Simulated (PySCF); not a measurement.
Consider C7H12BF.

Input

```
{"job": {"kind": "nmr", "xc": "PBE0", "basis": "pcSseg-1"}, "charge": 0, "multiplicity": 1}
C     -2.422976    -1.296187    -0.122455
B     -1.316680    -0.205338     0.153055
C     -1.579344     1.300809    -0.230462
C      0.031178    -0.640966     0.799039
C      0.842502     0.328470     1.665555
C      1.330917    -0.050971     0.335781
C      2.596443    -0.537999    -0.268715
C      1.834037     0.614900    -0.876351
F      2.372705     1.869690    -0.770275
H     -3.433885    -0.895779    -0.111713
H     -2.383313    -2.139035     0.564260
H     -2.267577    -1.706313    -1.121326
H     -2.234270     1.408950    -1.092517
H     -0.677144     1.877436    -0.417710
H     -2.093950     1.787450     0.599719
H      0.124548    -1.678220     1.111278
H      1.343513    -0.075198     2.533675
H      0.453108     1.325590     1.806890
H      2.609602    -1.474151    -0.808372
H      3.521292    -0.305830     0.240270
H      1.340375     0.509632    -1.835395
```

Command:

```sh
OMP_NUM_THREADS=1 python probes_run.py task.json out
```

Geometry: GFN2-xTB.

Method: PBE0/pcSseg-1, SCF density, gas phase, non-relativistic in PySCF 2.14.0.

Q: Predict the electron density and electron localisation function between the atoms.

A: C–B (1.56 Å): ρ is about 1.4 e/Å³ halfway; the ELF peaks at about 1 between the atoms; a shared electron pair.
C–H (1.09 Å): ρ is about 2 e/Å³ halfway; the ELF climbs to about 1 towards the hydrogen, as it does in any bond to H: a covalent bond by its length.

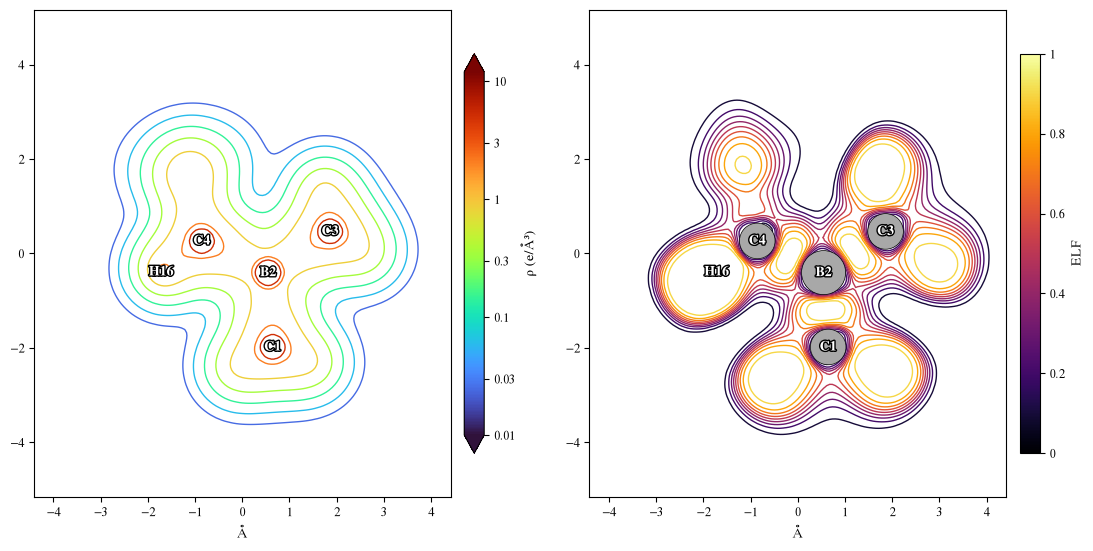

Computed electron density and electron localisation function on the plane of atoms C3, B2 and C4, in this order. Grey discs cover the atomic cores in the ELF map. 
